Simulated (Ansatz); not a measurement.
# Fields on a plane of TiO2 (anatase)

```
TiO2
1.0
   -1.89940     1.89940     4.85040
    1.89940    -1.89940     4.85040
    1.89940     1.89940    -4.85040
Ti O
2 4
Direct
  0.50000   0.50000   0.00000
  0.25000   0.75000   0.50000
  0.29355   0.29355   0.00000
  0.04355   0.54355   0.50000
  0.45645   0.95645   0.50000
  0.70645   0.70645   0.00000
```

The slice is a (001) plane (indices of the conventional cell) through the point (0.457, 0.957, 0.500) (fractional), spanned by u = [101] and v = [011] in vectors of this cell: u (3.80 Å) and v (3.80 Å, at 90° to u). It covers one period; positions are fractions (u, v).

Atoms on it: O at (0.00, 0.00). Other atoms lie within 1 Å of the plane.

Method: PBE (plane waves to 420 eV, PAW, scalar-relativistic; Ansatz, a quantum-chemistry and plane-wave program). k mesh 12×12×12. Near the nuclei the fields are pseudised (PAW); where an atom keeps semicore shells as valence, they peak there. TiO2 is run without spin polarisation. TiO2 was relaxed with its symmetry unable to fall.

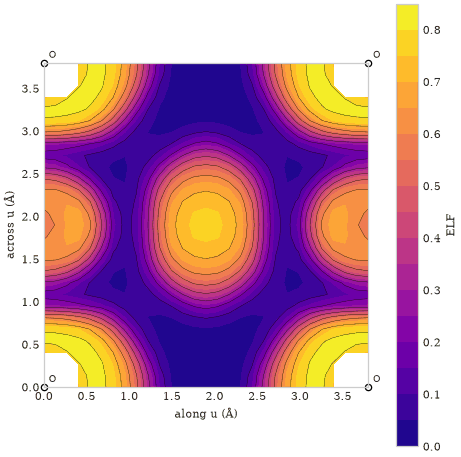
Figure. Electron localisation function (ELF), one period of the plane, atoms marked. Points within 0.4 Å of a nucleus are left white, as the pseudised field means little there.

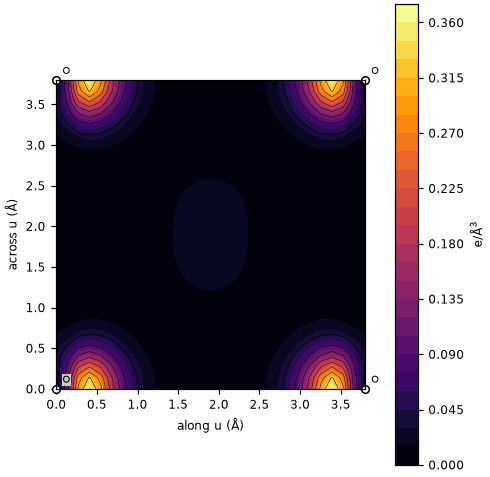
Density of the highest valence band (whole band, smooth part) in e/Å³, one period of the plane, atoms marked.
